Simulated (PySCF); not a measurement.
# One shape, several levels: C3H8SSi (SMILES SC1C[SiH2]C1)

Aim: a comparison of 6 runs (HF/STO-3G, HF/3-21G, HF/def2-SVP, HF/aug-cc-pVDZ, B3LYP/6-31G*, PBE0/def2-SVP) of C3H8SSi. Input form: a Python script.

The results are computed with PySCF 2.14.0.

### 1 The structure to begin with

C3H8SSi has 13 atoms, charge 0, and is taken as a singlet. As SMILES, `SC1C[SiH2]C1`. The coordinates come from a GFN2-xTB relaxation. This is one conformer, not always the lowest.

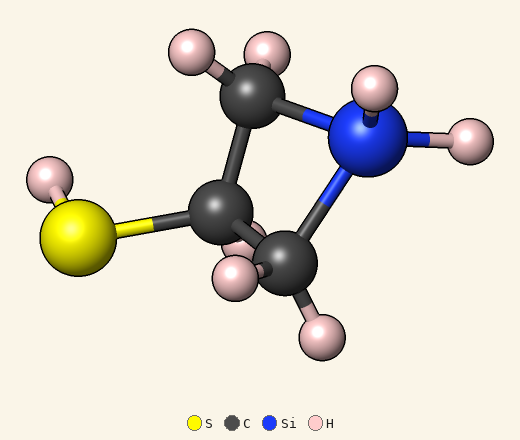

The structure, seen from a chosen angle (sulfur yellow, carbon dark grey, silicon blue, hydrogen pink).

### 2 Energy and forces at HF/STO-3G (run 1)

calc.py reads:

```python
import pyscf.grad
from pyscf import gto, scf

mol = gto.M(
    atom=[
    ('S', (-2.021820, 0.792360, 1.084020)),
    ('C', (-0.830530, 0.007040, -0.072370)),
    ('C', (-0.033000, -1.123780, 0.589150)),
    ('Si', (1.571270, -0.494590, -0.242060)),
    ('C', (0.315680, 0.922610, -0.524570)),
    ('H', (-2.444790, 1.720520, 0.228120)),
    ('H', (-1.413230, -0.357680, -0.919030)),
    ('H', (-0.025250, -1.011940, 1.672340)),
    ('H', (-0.411130, -2.118400, 0.366520)),
    ('H', (2.712480, -0.212280, 0.622580)),
    ('H', (1.950080, -1.217920, -1.454560)),
    ('H', (0.451590, 1.751500, 0.168580)),
    ('H', (0.178670, 1.342560, -1.518730)),
],
    max_memory=1860,
    basis='sto-3g',
    spin=0,
    verbose=4,
)

mf = scf.RHF(mol)
mf.conv_tol = 1e-10
mf.kernel()
if not mf.converged:
    mf = mf.newton().run(mf.mo_coeff, mf.mo_occ)

e_final = mf.e_tot
print(f'total energy: {e_final:.8f} hartree')
grad = mf.Gradients().kernel()
dip = mf.dip_moment()
pop, q = mf.mulliken_pop()
```

On the command line:

```sh
$ OMP_NUM_THREADS=1 python calc.py
```

The log of the run:

```text
PySCF version 2.14.0

[... 65 lines left out ...]
converged SCF energy = -795.650977369803
total energy: -795.65097737 hartree
[... 11 lines left out ...]
Dipole moment(X, Y, Z, Debye):  1.39955, -0.20512, -1.07476
[... 55 lines left out ...]
charge of   12H =      0.03943
```

Wall time 3 s (1 thread of Intel Xeon at 2.70GHz, shared host); peak memory 0.12 GiB.

### 3 Energy and gradient at HF/3-21G (run 2)

run.py reads:

```python
from pyscf import gto

molecule = gto.M(
    atom='''
S     -3.820686     1.497343     2.048501
C     -1.569474     0.013304    -0.136759
C     -0.062361    -2.123636     1.113332
Si     2.969270    -0.934640    -0.457427
C      0.596549     1.743480    -0.991294
H     -4.619984     3.251312     0.431084
H     -2.670618    -0.675917    -1.736715
H     -0.047716    -1.912289     3.160265
H     -0.776923    -4.003196     0.692622
H      5.125844    -0.401151     1.176506
H      3.685117    -2.301535    -2.748720
H      0.853381     3.309855     0.318570
H      0.337637     2.537071    -2.869984
''',
    basis='3-21g',
    spin=0,
    unit='bohr',
    max_memory=1860,
    verbose=4,
)

calc0 = molecule.RHF()
calc0.conv_tol = 1e-10
calc0.kernel()
if not calc0.converged:
    calc0 = calc0.newton().run(calc0.mo_coeff, calc0.mo_occ)

e_tot = calc0.e_tot
print('E = %.10f Eh' % e_tot)
grad = calc0.nuc_grad_method().kernel()
calc0.analyze()
```

On the command line:

```sh
$ OMP_NUM_THREADS=1 python run.py
```

The log of the run:

```text
PySCF version 2.14.0

[... 92 lines left out ...]
MO #4   energy= -11.1624911142922  occ= 2
[... 12 lines left out ...]
MO #17  energy= -0.787532419377989 occ= 2
[... 12 lines left out ...]
MO #30  energy= 0.174486584747306  occ= 0
[... 12 lines left out ...]
MO #43  energy= 0.519578968710206  occ= 0
[... 12 lines left out ...]
MO #56  energy= 1.18008705651322   occ= 0
[... 12 lines left out ...]
MO #69  energy= 2.46557095615947   occ= 0
[... 85 lines left out ...]
Dipole moment(X, Y, Z, Debye):  1.36081, -0.10844, -1.77207
```

It took 3.6 s on 1 thread of Intel Xeon at 2.70GHz, shared host; peak memory 0.14 GiB.

### 4 Energy and gradient at HF/def2-SVP (run 3)

input.py reads:

```python
# SC1C[SiH2]C1
import pyscf.grad
from pyscf import gto, scf

mol = gto.M(
    atom='''
S   -2.021820   0.792360   1.084020
C   -0.830530   0.007040  -0.072370
C   -0.033000  -1.123780   0.589150
Si   1.571270  -0.494590  -0.242060
C    0.315680   0.922610  -0.524570
H   -2.444790   1.720520   0.228120
H   -1.413230  -0.357680  -0.919030
H   -0.025250  -1.011940   1.672340
H   -0.411130  -2.118400   0.366520
H    2.712480  -0.212280   0.622580
H    1.950080  -1.217920  -1.454560
H    0.451590   1.751500   0.168580
H    0.178670   1.342560  -1.518730
''',
    spin=0,
    basis='def2-svp',
    max_memory=1860,
    verbose=4,
)

mf = scf.RHF(mol)
mf.conv_tol = 1e-10
mf.kernel()
if not mf.converged:
    mf = mf.newton().run(mf.mo_coeff, mf.mo_occ)

e_final = mf.e_tot
print('E(%s) = %.9f' % ('HF', e_final))
grad = mf.Gradients().kernel()
dip = mf.dip_moment()
pop, q = mf.mulliken_pop()
```

On the command line:

```sh
$ OMP_NUM_THREADS=1 python input.py
```

The log of the run:

```text
PySCF version 2.14.0

[... 69 lines left out ...]
converged SCF energy = -804.391019340734
[... 12 lines left out ...]
Dipole moment(X, Y, Z, Debye):  1.08311, -0.11401, -1.42487
[... 132 lines left out ...]
charge of   12H =      0.05940
```

Wall time 17 s (1 thread of Intel Xeon at 2.70GHz, shared host); peak memory 0.3 GiB.

Runs 4 to 5 aren't shown in full; the table further down has their settings and results.

### 5 Energy and gradient at PBE0/def2-SVP (run 6)

calc.py reads:

```python
# SC1C[SiH2]C1
from pyscf import gto, dft

mol = gto.Mole()
mol.atom = '''
S     -2.021820     0.792360     1.084020
C     -0.830530     0.007040    -0.072370
C     -0.033000    -1.123780     0.589150
Si     1.571270    -0.494590    -0.242060
C      0.315680     0.922610    -0.524570
H     -2.444790     1.720520     0.228120
H     -1.413230    -0.357680    -0.919030
H     -0.025250    -1.011940     1.672340
H     -0.411130    -2.118400     0.366520
H      2.712480    -0.212280     0.622580
H      1.950080    -1.217920    -1.454560
H      0.451590     1.751500     0.168580
H      0.178670     1.342560    -1.518730
'''
mol.basis = 'def2-svp'
mol.charge = 0
mol.verbose = 3
mol.max_memory = 1860
mol.build()

mf = dft.RKS(mol)
mf.xc = 'pbe0'
mf.conv_tol = 1e-10
mf.grids.level = 5
mf.kernel()
if not mf.converged:
    mf = mf.newton().run(mf.mo_coeff, mf.mo_occ)

e_tot = mf.e_tot
print('Final energy', e_tot)
grad = mf.nuc_grad_method().kernel()
mf.analyze()
```

On the command line:

```sh
$ OMP_NUM_THREADS=1 python calc.py
```

The log of the run:

```text
converged SCF energy = -806.082589885071
[... 27 lines left out ...]
MO #18  energy= -0.524449015272122 occ= 2
[... 19 lines left out ...]
MO #38  energy= 0.160250883844209  occ= 0
[... 19 lines left out ...]
MO #58  energy= 0.631396541672749  occ= 0
[... 19 lines left out ...]
MO #78  energy= 1.09632548233257   occ= 0
[... 19 lines left out ...]
MO #98  energy= 1.93499541108761   occ= 0
[... 19 lines left out ...]
MO #118 energy= 3.0699839683722    occ= 0
[... 14 lines left out ...]
Dipole moment(X, Y, Z, Debye):  0.75914, -0.01869, -1.31961
```

Wall time 65 s (1 thread of Intel Xeon at 2.70GHz, shared host); peak memory 1.2 GiB.

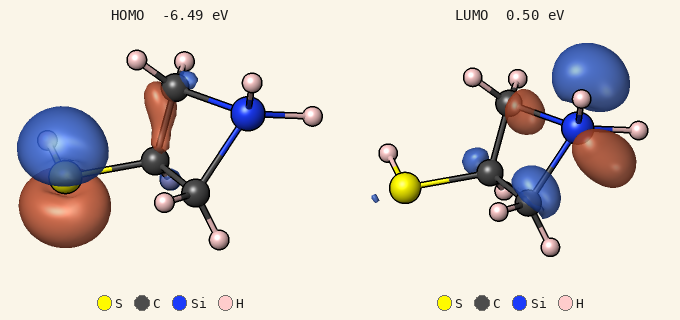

Frontier orbitals of this run, surfaces at ±0.2 Å^-3/2.

### 6 Overview of the runs

| run | level | integration grid | energy (Eh) | dipole moment (D) | HOMO energy (eV) | LUMO energy (eV) | wall time |
| --- | --- | --- | --- | --- | --- | --- | --- |
| 1 | HF/STO-3G | – | -795.650977 | 1.78 | -6.57 | 11.38 | 3 s |
| 2 | HF/3-21G | – | -800.535600 | 2.24 | -9.49 | 3.80 | 3.6 s |
| 3 | HF/def2-SVP | – | -804.391019 | 1.79 | -9.36 | 3.82 | 17 s |
| 4 | HF/aug-cc-pVDZ | – | -804.708153 | 1.93 | -9.43 | 0.89 | 90 s |
| 5 | B3LYP/6-31G* (spherical functions) | 5 | -806.780912 | 1.70 | -6.25 | 0.23 | 48 s |
| 6 | PBE0/def2-SVP | 5 | -806.082590 | 1.52 | -6.49 | 0.50 | 65 s |

### 7 What came out

| quantity | value |
| --- | --- |
| run 6: total energy | -806.08259 Eh |
| run 6: dipole moment | 1.52 D |
| run 6: HOMO energy | -6.49 eV |
| run 6: LUMO energy | 0.50 eV |
| run 6: HOMO–LUMO gap | 6.99 eV |
| run 6: largest force on an atom | 1.520 eV/Å |

**Reading.** The dipole moment (its size) runs from 1.52 D (PBE0/def2-SVP) to 2.24 D (HF/3-21G). The two ends differ in method and basis. The HOMO–LUMO gap runs from 6.48 eV (B3LYP/6-31G*) to 17.95 eV (HF/STO-3G). Totals of different functionals can't be ranked against each other. In run 1 the basis is minimal, so the values are rough. All runs together took 3.8 min, the longest 90 s.
